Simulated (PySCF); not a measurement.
Ge(OH)(OMe)(NH2)2, CH8GeN2O2, SMILES C[O][Ge]([NH2])([NH2])[OH] at its PBE0/def2-SVP optimised geometry (Å):

```
14

C     -1.7899    -1.4760     1.5953
O     -0.4853    -1.0019     1.4096
Ge    -0.0870     0.0057     0.0000
N     -0.8403     1.6543     0.0000
N      1.7205     0.0057     0.0000
O     -0.7494    -0.7416    -1.4637
H     -2.5153    -0.6576     1.7704
H     -1.8056    -2.1300     2.4820
H     -2.1512    -2.0616     0.7301
H     -1.6636     1.7343    -0.5898
H     -1.0227     2.0616     0.9119
H      2.1360    -0.4661     0.7977
H      2.1512     0.9141    -0.1392
H     -0.0995    -1.3244    -1.8716
```

Calculation: PBE0/def2-TZVP in PySCF. Cells within 0.4 Å of a nucleus heavier than hydrogen are left out (blank, or x).

Map of the HOMO amplitude (bohr^(-3/2)), clipped to [-0.25, 0.25] on the plane z = 0.0 Å; orbital energy -7.49 eV, overall sign arbitrary:

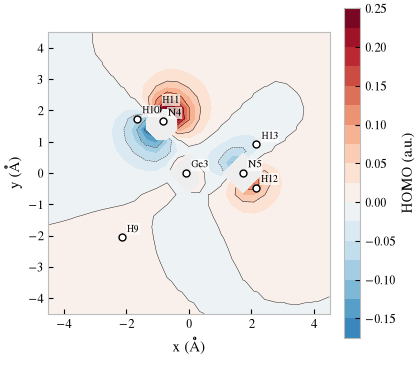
Figure: HOMO amplitude (bohr^(-3/2)), clipped to [-0.25, 0.25] on the plane z = 0.0 Å.
